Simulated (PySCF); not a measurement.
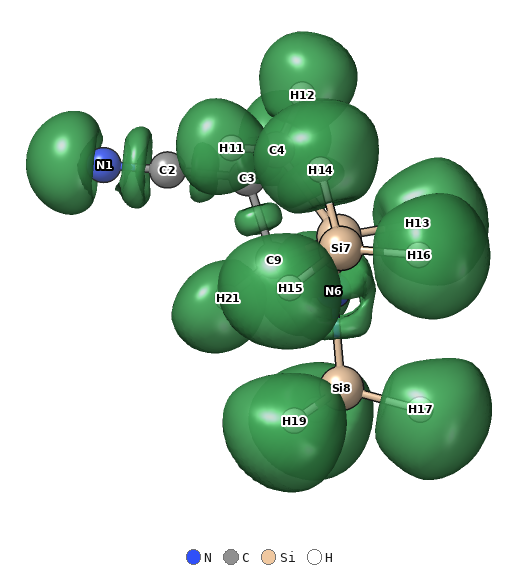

Figure. C$_{4}$H$_{12}$N$_{2}$Si$_{3}$. Isosurface of the ELF at 0.8 (green), seen at an oblique angle. Only the valence region is drawn (cores and ρ < 0.01 e/Å³ removed).

Geometry: GFN2-xTB.

Theory: PBE0/pcSseg-1, SCF density, gas phase, non-relativistic in PySCF.

```yaml
atoms:
  - { symbol: N, position_ang: [3.1594, -1.8276, -2.2602] }
  - { symbol: C, position_ang: [2.8098, -1.3093, -1.3011] }
  - { symbol: C, position_ang: [2.3253, -0.6553, -0.1212] }
  - { symbol: C, position_ang: [1.6742, 0.7187, -0.4089] }
  - { symbol: Si, position_ang: [0.2433, 0.2861, 0.7762] }
  - { symbol: N, position_ang: [-1.3776, 0.4413, 0.1893] }
  - { symbol: Si, position_ang: [-1.8971, 1.9268, -0.5757] }
  - { symbol: Si, position_ang: [-2.5914, -0.7133, 0.6934] }
  - { symbol: C, position_ang: [1.1300, -1.3864, 0.5357] }
  - { symbol: H, position_ang: [3.1490, -0.5489, 0.5888] }
  - { symbol: H, position_ang: [1.3800, 0.8013, -1.4540] }
  - { symbol: H, position_ang: [2.3219, 1.5603, -0.1790] }
  - { symbol: H, position_ang: [0.4027, 0.8490, 2.1265] }
  - { symbol: H, position_ang: [-0.6991, 2.5956, -1.0737] }
  - { symbol: H, position_ang: [-2.8126, 1.5663, -1.6559] }
  - { symbol: H, position_ang: [-2.5733, 2.7680, 0.4161] }
  - { symbol: H, position_ang: [-3.2807, -0.1984, 1.8804] }
  - { symbol: H, position_ang: [-1.8957, -1.9572, 1.0111] }
  - { symbol: H, position_ang: [-3.5255, -0.8727, -0.4185] }
  - { symbol: H, position_ang: [1.4088, -1.9766, 1.4045] }
  - { symbol: H, position_ang: [0.6399, -2.0507, -0.1743] }
```

What do the ELF domains correspond to?

At this value the surface marks out three regions between bonded C–C atoms (shared pairs), one region between bonded C–N atoms (shared pairs), two regions between bonded C–Si atoms (shared pairs), twelve regions around hydrogen nuclei, one region on N in which the atom's valence shell and bonds are merged and one lobe on N, pointing away from the bonds (lone pairs). Along the contacts the grid gives the following. C–N (1.14 Å): the ELF peaks at about 0.85 between the atoms; a multiple bond. C–C (1.43 Å): the ELF peaks at about 0.95 between the atoms, as expected for a covalent bond.
